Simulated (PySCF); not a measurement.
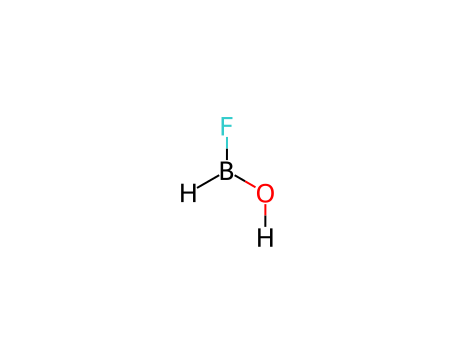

A structural formula.

Transcribe the drawing into SMILES.

Answer. OBF

Give the formula, hydrogens included.

Answer. BFH2O.

An optimisation with PBE0-D3(BJ)/def2-SVP gave a structure of which point group?

Answer. Cs.

More results for the same structure follow; atom numbers are the same in all pictures, views and colours differ. Computed geometry: PBE0-D3(BJ)/def2-SVP optimisation. No frequency run is at hand to confirm it as a minimum.

Geometry

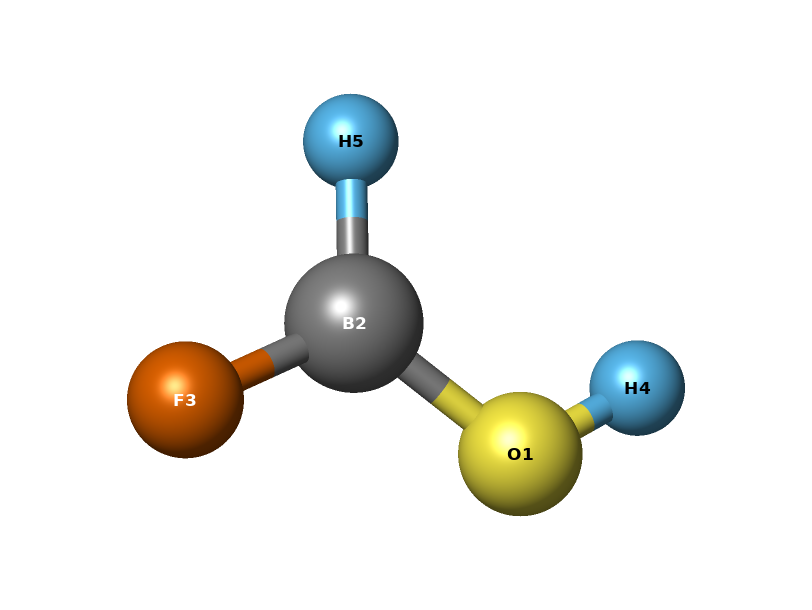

Atoms carry their numbers in the input. No frequency run is at hand to confirm it as a minimum.

How are the neighbours of atom 2 arranged?

Answer. B2 has 3 neighbours (O1 at 1.34, F3 at 1.32, H5 at 1.21 Å); the arrangement is trigonal planar.

How are the neighbours of atom 1 arranged?

Answer. O1 has 2 neighbours (B2 at 1.34, H4 at 0.96 Å); the arrangement is bent.

Dipole moment

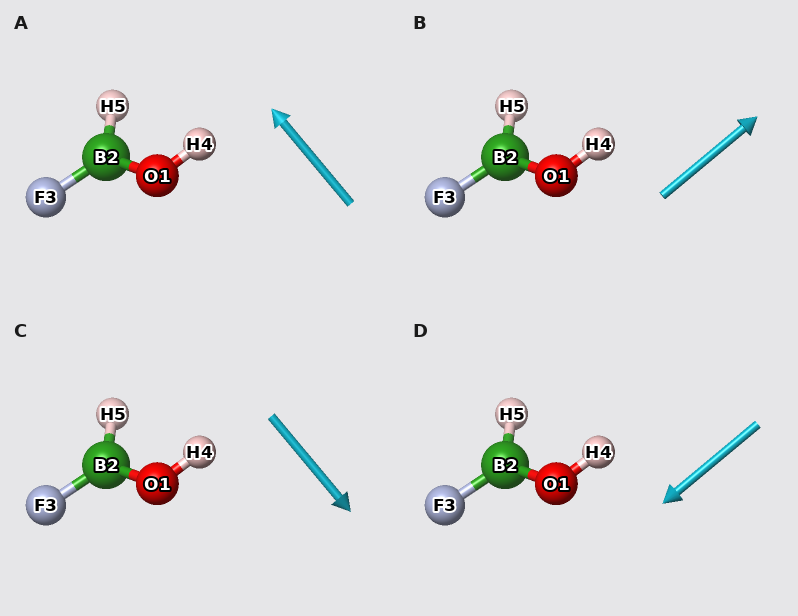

The same molecule four times, each with an arrow. No frequency run is at hand to confirm it as a minimum. Properties computed with B97-2/pcJ-1, gas phase (PySCF 2.14.0).

Which arrow points along the dipole moment, from the negative to the positive end?

Answer. B. The dipole moment is 2.60 D; it points from the side of F3 to the side of H4 (the outermost atoms at the two ends).

Spin–spin coupling

No frequency run is at hand to confirm it as a minimum. Method: PBE/pcJ-1 indirect spin-spin coupling, non-relativistic, gas phase (PySCF 2.14.0). Isotopes: 11B, 19F, 1H, 17O.

Give the spin–spin coupling constants of these pairs, with the number of bonds between them: O1/H4, O1/B2, B2/H5, B2/F3, O1/H5, O1/F3, B2/H4, F3/H5, F3/H4, H4/H5.

| pair | bonds apart | J (Hz) |
| --- | --- | --- |
| O1, H4 | 1 | −75.3 |
| O1, B2 | 1 | −9.5 |
| B2, H5 | 1 | 172.5 |
| B2, F3 | 1 | −160.1 |
| O1, H5 | 2 | −5.9 |
| O1, F3 | 2 | −14.9 |
| B2, H4 | 2 | 0.8 |
| F3, H5 | 2 | 96.0 |
| F3, H4 | 3 | 28.6 |
| H4, H5 | 3 | 1.1 |

Density functionals are unreliable for couplings to fluorine, so those rows may be far off.

Quadrupole coupling

No frequency run is at hand to confirm it as a minimum. Electric field gradients from the ground-state density, B3LYP/aug-cc-pVTZ-J (PySCF 2.14.0), non-relativistic apart from any core potentials.

Give the largest field-gradient component, the quadrupole coupling constant and the asymmetry for 17O at O1 (Q = −25.6 mb), 11B at B2 (Q = 40.59 mb), 2H at H4 (Q = 2.86 mb), 2H at H5 (Q = 2.86 mb).

```tsv
atom	V_zz (a.u.)	e²qQ/h (MHz)	η
O1	1.238	−7.45	0.01
B2	0.371	3.54	0.44
H4	0.471	0.316	0.05
H5	0.175	0.118	0.02
```
